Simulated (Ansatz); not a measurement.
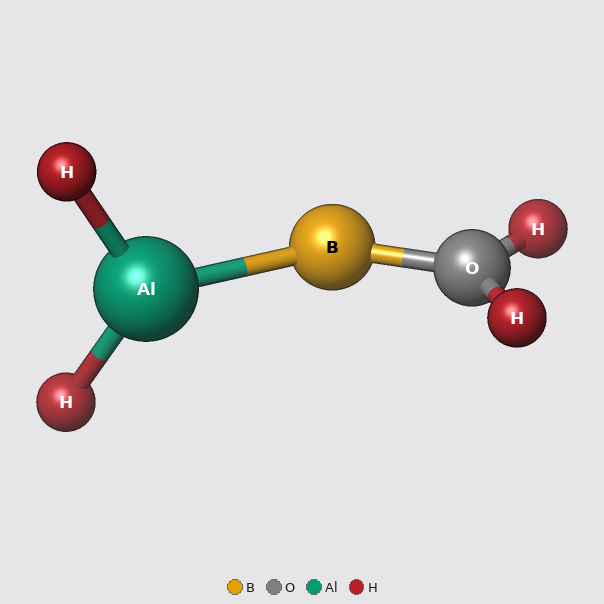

The computed structure is the end point of a PBE-D4/def2-SVP optimisation. No frequency run is at hand to confirm it as a minimum. Method: RKS PBE-D4/def2-SVP (Ansatz 0.2.0).

Predict the main results.

The species is AlBH₄O.
- dipole moment: 8.06 D
- dispersion correction: −8.9 kJ/mol
